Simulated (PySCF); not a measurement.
CH$_{6}$Ge, SMILES `C[GeH3]`.

Method: def2-SVPD basis; geometry: GFN2-xTB; program: PySCF. No frequency check shows the geometry to be a minimum. GFN2-xTB bond lengths at metals and heavier atoms can be off by up to 0.1 Å and shapes distorted, which carries into these values.

Cartesian coordinates (Å):

```
C1      -1.5689    0.0002    0.0000
Ge2      0.3897   -0.0001   -0.0001
H3      -1.9547   -0.5836    0.8320
H4      -1.9546   -0.4284   -0.9220
H5      -1.9543    1.0130    0.0894
H6       0.9345    0.5884    1.2607
H7       0.9341   -1.3865   -0.1207
H8       0.9378    0.8007   -1.1355
```

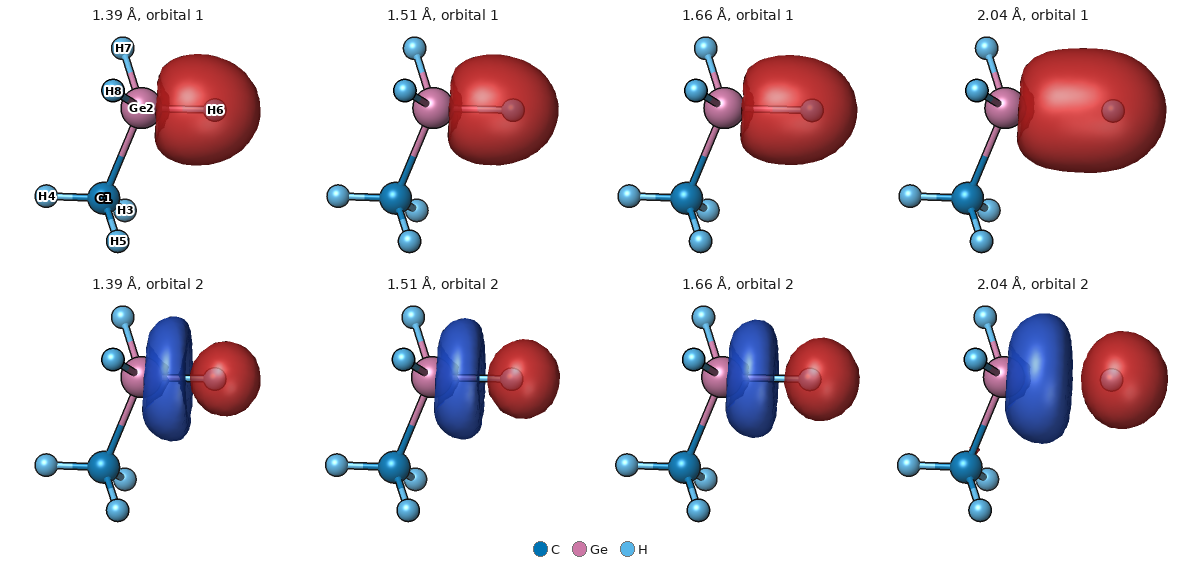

Rigid stretch of the Ge2–H6 bond. The two CASSCF(2,2) natural orbitals nearest half filling (orbital 1 the more occupied).

How do the occupations change along the stretch?

Answer. 1.39 Å: 1.99 and 0.01; 1.51 Å: 1.98 and 0.02; 1.66 Å: 1.97 and 0.03; 2.04 Å: 1.93 and 0.07. At the longest distance computed (4.23 Å) they are 1.17 and 0.83, and the effective number of unpaired electrons is 1.9.

Where does the UHF solution part from RHF?

Answer. Between 2.04 Å (⟨S²⟩ = 0, the two coincide) and 2.34 Å (⟨S²⟩ = 0.29); at 4.23 Å ⟨S²⟩ is 1.00 and UHF lies 3.4 eV below RHF.

How much energy does the stretch cost?

Answer. By CASSCF, 3.4 eV from the lowest point of the scan (1.51 Å) to 4.23 Å; RHF gives 6.4 eV from its own lowest point. The fragments aren't relaxed and dynamic correlation is missing, so this isn't a bond dissociation energy.
